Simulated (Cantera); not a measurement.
Charge: 1 mol LiOH, 15 mol O₂, at 0.310 bar.

Equilibrium computed with Cantera from the NASA thermochemical tables; the gas is ideal and each condensed phase is pure. Candidate condensed phases: H₂O, Li, LiH, LiOH, Li₂O; 17 gas species. Rates play no part.

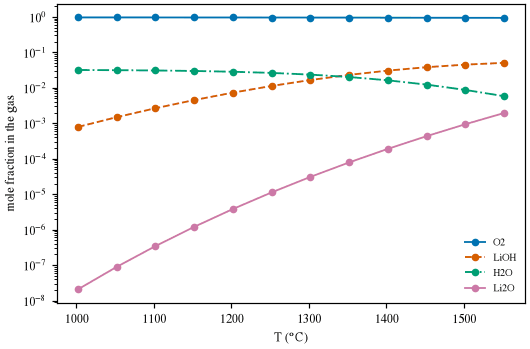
Figure: Equilibrium gas composition (values under 1e-9 drawn at 1e-9)

From 1002 °C to 1552 °C the condensed part is Li₂O(s). The main Li-bearing gas is LiOH throughout. The share of Li in condensed phases is highest at 1002 °C (98.8 %) and lowest at 1552 °C (11.4 %).
